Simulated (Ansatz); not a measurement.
# AuNS (SMILES S=[N][Au]): what the fields show

Input

```
crystal:
  periodic: [false, false, false]
  atoms:
    - {symbol: Au, position_ang: [-1.491396, 2.185701, 0.991364]}
    - {symbol: N, position_ang: [0.202593, 2.440643, 0.006459]}
    - {symbol: S, position_ang: [0.219666, 2.798455, -1.502478]}
basis:
  gaussian: {orbitals: def2-TZVPD}
hamiltonian: {xc: {name: PBE0}}
output: {forces: true, orbitals: {seedname: orbitals}}
```

Run with:

```sh
ansatz run input.yaml --threads 1 --pin off --max-ram 2610MiB --events-out events.jsonl --progress --plain --runs-dir runs
```

Geometry: r2SCAN-D4/def2-SVP; core potentials replace the inner electrons of Au.

All numbers below come from isolated molecule in a Gaussian basis; Kohn-Sham density functional theory, functional PBE0 in Ansatz.

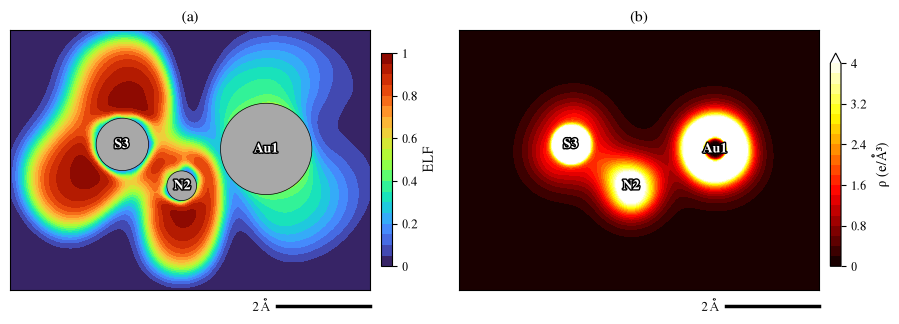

Figure 1. (a) ELF; (b) electron density on the molecular plane. Grey discs cover the atomic cores in the ELF map.

Q: What do the fields say about this system?

A:
- The plane passes through Au, N and S nuclei.
- S–N (1.55 Å): ρ is about 1.9 e/Å³ halfway; the ELF peaks at about 0.90 between the atoms; a covalent bond.
- Au–N (1.98 Å): ρ at the midpoint is about 1.1 e/Å³; the ELF peaks at about 0.85 in the valence shell of N, 0.6 Å from its nucleus, and is about 0.30 at the midpoint.
- The ELF also peaks beside S3, away from the bonds: lone-pair regions.

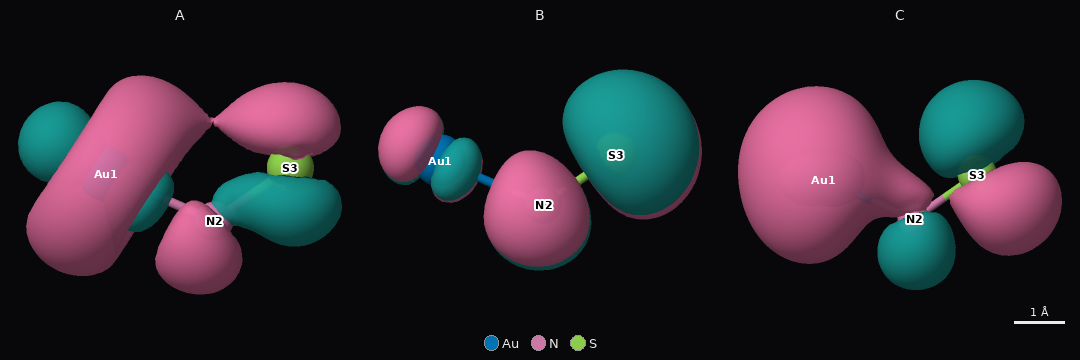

Figure 2. Three frontier orbitals at ±0.08 Å⁻³ᐟ² (teal and pink are the two phases), in no order.

Q: Order the three orbitals by energy and name them.

A: A is the HOMO−1 (−8.57 eV). It lies mainly on Au1 (about 80 %), S3 (about 10 %) and N2 (about 10 %). C is the HOMO (−5.99 eV). By Hirshfeld shares it lies mainly on S3 (about 45 %), Au1 (about 40 %) and N2 (about 15 %); it is symmetric in the molecular plane (an in-plane orbital: σ, lone-pair or in-plane π type). B is the LUMO (−3.75 eV). By Hirshfeld shares it lies mainly on S3 (about 50 %), N2 (about 40 %) and Au1 (about 10 %); it changes sign across the molecular plane (π type); π-antibonding (a node) across N2–S3.

Q: What is the HOMO–LUMO gap?

A: 2.24 eV between the orbital energies.

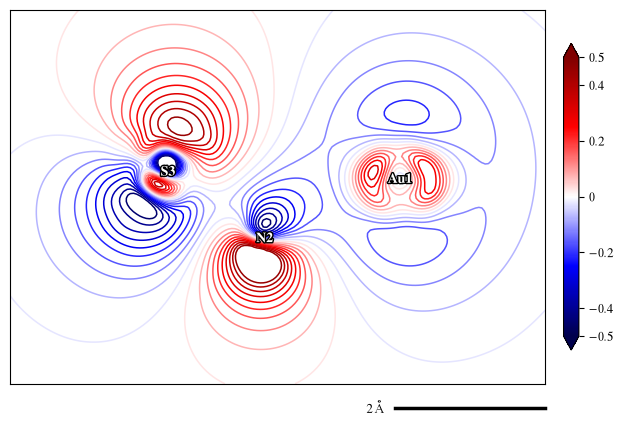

Figure 3. The HOMO on the molecular plane (values in Å⁻³ᐟ²; the overall sign is arbitrary).

Q: What is the character of this orbital?

A: It lies mainly on S3 (about 45 %), Au1 (about 40 %) and N2 (about 15 %); it is symmetric in the molecular plane (an in-plane orbital: σ, lone-pair or in-plane π type). Its energy is −5.99 eV.
